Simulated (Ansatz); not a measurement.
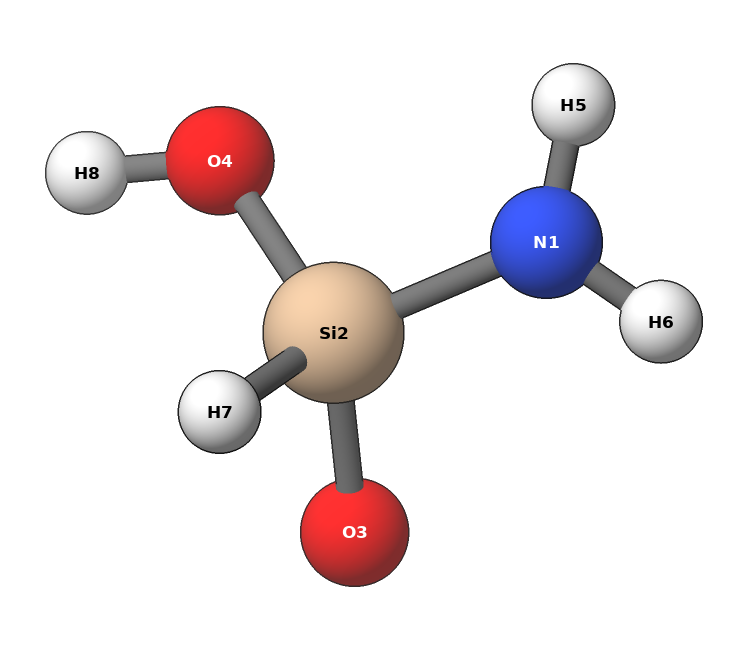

Atoms carry their numbers in the input. The species is neutral and a spin doublet. The computed structure is the end point of a PBE0-D4/def2-TZVP optimisation. No frequency run is at hand to confirm it as a minimum.

Question: How are the neighbours of atom 1 arranged?

Answer: N1 has 3 neighbours (Si2 at 1.69, H5 at 1.00, H6 at 1.00 Å); the arrangement is trigonal planar.

Question: What is the geometry at O4?

Answer: O4 has 2 neighbours (Si2 at 1.64, H8 at 0.96 Å); the arrangement is bent.
